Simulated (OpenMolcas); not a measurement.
## Multiconfigurational calculation for Ni³⁺ complex (part 2 of 2)

Continued. System: Ni³⁺ with 6 ligands (S; tetragonal octahedron, 2.38 Å), neutralised by 6 outer point charges of +1.5 e, whose field is part of the energies. Method: state-averaged CASSCF, active space 7 electrons in the shell 3d, basis ANO-RCC-VDZP on the metal and ANO-RCC-VDZP on the ligands, DKH2 scalar Hamiltonian, spin-orbit coupling by RASSI with atomic mean-field integrals (OpenMolcas).

The program's output (extracts), continued:
```
--- RASSI ---
SPIN-FREE ENERGIES:
  (Shifted by EMIN (a.u.) =      -3915.2696727631)

 SF State       Relative EMIN(au)   Rel lowest level(eV)    D:o, cm**(-1)

     1             0.0000000000        0.0000000000              0.0000
     2             0.0000000000        0.0000000000              0.0000
     3             0.0021631019        0.0588610023            474.7460
     4             0.0200720810        0.5461891494           4405.3126
     5             0.0200720810        0.5461891494           4405.3126
     6             0.0268954475        0.7318624100           5902.8684
    11             0.0535634541        1.4575358395          11755.8194
     7             0.0538266763        1.4646984789          11813.5899
    12             0.0686405454        1.8678043926          15064.8584
    13             0.0696573270        1.8954724292          15288.0162
    14             0.0792682877        2.1569999940          17397.3782
    15             0.0792682877        2.1569999940          17397.3782
    16             0.0836125714        2.2752139760          18350.8383
    17             0.0836125714        2.2752139760          18350.8383
     8             0.0853260430        2.3218399120          18726.9018
    18             0.0873176801        2.3760351202          19164.0157
    19             0.0961265640        2.6157370608          21097.3422
    20             0.0961265640        2.6157370608          21097.3422
     9             0.0983905427        2.6773430606          21594.2281
    10             0.0983905427        2.6773430606          21594.2281
    21             0.1027175206        2.7950861281          22543.8900
    22             0.1049029769        2.8545554234          23023.5422
    23             0.1091806052        2.9709556196          23962.3731
    24             0.1091806052        2.9709556196          23962.3731
    25             0.1134602684        3.0874111866          24901.6506
    26             0.1171462659        3.1877122893          25710.6335
    27             0.1171462659        3.1877122893          25710.6335
    28             0.1184008115        3.2218502123          25985.9744
    29             0.1253631518        3.4113051447          27514.0315
    30             0.1280002666        3.4830646929          28092.8113
    31             0.1323574558        3.6016298524          29049.1038
    32             0.1343337330        3.6554070932          29482.8465
    33             0.1379131366        3.7528076286          30268.4348
    34             0.1381151275        3.7583040811          30312.7667
    35             0.1381151275        3.7583040811          30312.7667
    36             0.1398706657        3.8060747099          30698.0628
    37             0.1428130114        3.8861400129          31343.8330
    38             0.1428130114        3.8861400129          31343.8330
    39             0.1688899839        4.5957305845          37067.0670
    40             0.1688899839        4.5957305845          37067.0670
Eigenvalues of complex Hamiltonian:
   -----------------------------------
  (Shifted by EMIN (a.u.) =      -3915.2696727631)

 SO State       Relative EMIN(au)   Rel lowest level(eV)    D:o, cm**(-1)

     1            -0.0039158972        0.0000000000              0.0000
     2            -0.0039158972        0.0000000000              0.0000
     3            -0.0020039331        0.0520271937            419.6276
     4            -0.0020039331        0.0520271937            419.6276
     5            -0.0006087133        0.0899930590            725.8430
     6            -0.0006087133        0.0899930590            725.8430
     7             0.0019959437        0.1608693854           1297.4991
     8             0.0019959437        0.1608693854           1297.4991
     9             0.0022107902        0.1667156569           1344.6525
    10             0.0022107902        0.1667156569           1344.6525
    11             0.0029112197        0.1857753155           1498.3790
    12             0.0029112197        0.1857753155           1498.3790
    13             0.0197752403        0.6446686924           5199.6037
    14             0.0197752403        0.6446686924           5199.6037
    15             0.0199034435        0.6481572792           5227.7410
    16             0.0199034435        0.6481572792           5227.7410
    17             0.0201868866        0.6558701606           5289.9496
    18             0.0201868866        0.6558701606           5289.9496
    19             0.0207879439        0.6722257620           5421.8664
    20             0.0207879439        0.6722257620           5421.8664
    21             0.0265744152        0.8296836673           6691.8501
    22             0.0265744152        0.8296836673           6691.8501
    23             0.0273086237        0.8496624990           6852.9902
    24             0.0273086237        0.8496624990           6852.9902
    25             0.0532387094        1.5552560771          12543.9862
    26             0.0532387094        1.5552560771          12543.9862
    27             0.0539980029        1.5759175059          12710.6319
    28             0.0539980029        1.5759175059          12710.6319
    29             0.0540771727        1.5780718258          12728.0076
    30             0.0540771727        1.5780718258          12728.0076
    31             0.0682771742        1.9644735503          15844.5477
    32             0.0682771742        1.9644735503          15844.5477
    33             0.0699209101        2.0092018831          16205.3061
    34             0.0699209101        2.0092018831          16205.3061
    35             0.0782053770        2.2346337115          18023.5364
    36             0.0782053770        2.2346337115          18023.5364
    37             0.0790415360        2.2573867562          18207.0521
    38             0.0790415360        2.2573867562          18207.0521
    39             0.0831128798        2.3681736658          19100.6088
    40             0.0831128798        2.3681736658          19100.6088
    41             0.0837512499        2.3855446020          19240.7148
Weights of the five most important spin-orbit-free states for each spin-orbit state.

 SO State  Total energy (au)           Spin-free states, spin, and weights
 -------------------------------------------------------------------------------------------------------
    1        -0.003916       1 1.5  0.4599    2 1.5  0.4599    3 1.5  0.0716    4 1.5  0.0033    5 1.5  0.0033
    2        -0.003916       1 1.5  0.4599    2 1.5  0.4599    3 1.5  0.0716    4 1.5  0.0033    5 1.5  0.0033
    3        -0.002004       1 1.5  0.4317    2 1.5  0.4317    3 1.5  0.1242    6 1.5  0.0050    4 1.5  0.0028
    4        -0.002004       1 1.5  0.4317    2 1.5  0.4317    3 1.5  0.1242    6 1.5  0.0050    4 1.5  0.0028
    5        -0.000609       2 1.5  0.3267    1 1.5  0.3267    3 1.5  0.3237    6 1.5  0.0077    4 1.5  0.0064
    6        -0.000609       2 1.5  0.3267    1 1.5  0.3267    3 1.5  0.3237    6 1.5  0.0077    4 1.5  0.0064
    7         0.001996       3 1.5  0.7563    2 1.5  0.0952    1 1.5  0.0952    4 1.5  0.0245    5 1.5  0.0245
    8         0.001996       3 1.5  0.7563    2 1.5  0.0952    1 1.5  0.0952    4 1.5  0.0245    5 1.5  0.0245
    9         0.002211       1 1.5  0.4448    2 1.5  0.4448    3 1.5  0.0751    5 1.5  0.0110    4 1.5  0.0110
   10         0.002211       1 1.5  0.4448    2 1.5  0.4448    3 1.5  0.0751    5 1.5  0.0110    4 1.5  0.0110
   11         0.002911       3 1.5  0.5805    1 1.5  0.2044    2 1.5  0.2044    4 1.5  0.0044    5 1.5  0.0044
   12         0.002911       3 1.5  0.5805    1 1.5  0.2044    2 1.5  0.2044    4 1.5  0.0044    5 1.5  0.0044
```

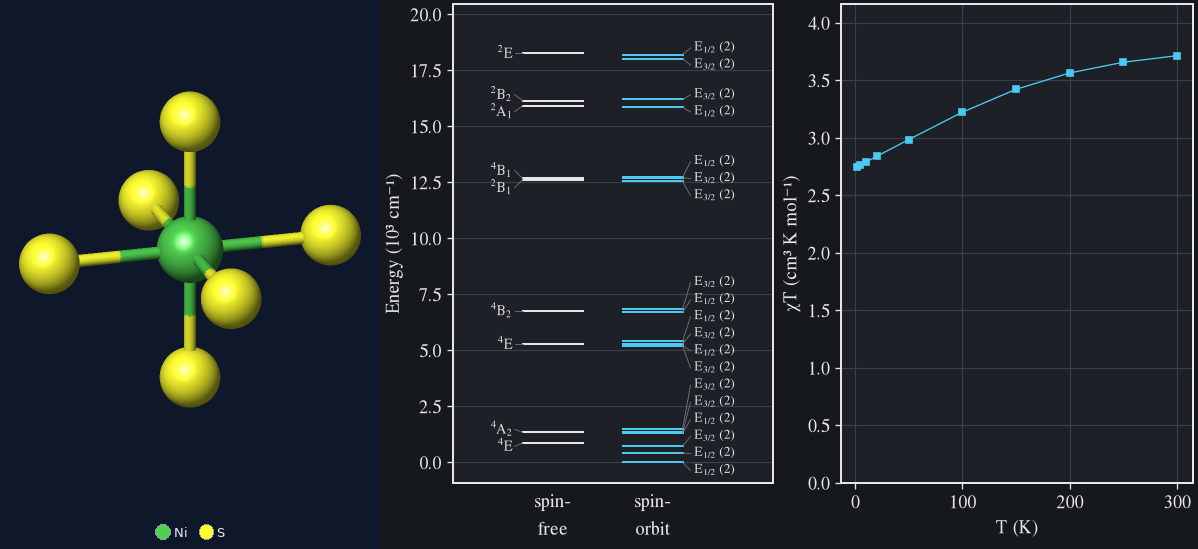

Ni³⁺ (3d⁷) with 6 ligands, S²⁻, at 2.38 Å (arrangement: tetragonal octahedron, D4h), axial distortion 0.93, neutralised by outer point charges of +1.5 e, and its levels and susceptibility. Labels give the representation in O, Td, D4 or D3 as the site allows (double group for half-integer spin) where it could be assigned and, in brackets, the degeneracy; spin-free states, where drawn, share the zero of the spin-orbit levels. Powder susceptibility by Van Vleck's formula. The ground level is E₁/₂, a Kramers doublet, 100 % from states of spin multiplicity 4. Its principal g values are 1.65, 1.65 and 9.07, easy-axis. The next level lies at 420 cm⁻¹ (E₁/₂). The lowest spin-free state is ⁴E; of the same spin there follow at 475 cm⁻¹ (⁴A₂), 4,410 cm⁻¹ (⁴E) and 5,900 cm⁻¹ (⁴B₂) above it. χT is 2.75 cm³ K mol⁻¹ at 2 K and 3.71 at 300 K, an effective moment of 5.45 μB. The active orbitals hold 77 to 94 % metal character (Löwdin), and the Mulliken charge of the metal is +1.14.

Results in brief:

- outcome: converged
- energy of the lowest spin-free term: −3915.26967 hartree
- energy of the lowest spin-orbit level: −3915.27359 hartree
- largest spread among components of a term: 0.0 cm⁻¹
- hardware: 1 thread of Arm Neoverse N1, 24 GiB of memory available, shared host
- wall time: 67 s
- peak memory: 0.18 GiB

Remarks:

Without dynamic correlation the splittings between terms come out too large, often by 20 to 50 %. Limits: small active space favours high spin, ground spin may be wrong; covalent bonds, ligand orbitals missing from the active space; bare point charges leave oxide and sulfide ligands too diffuse, field too small; distances are set from ionic radii, not optimised.
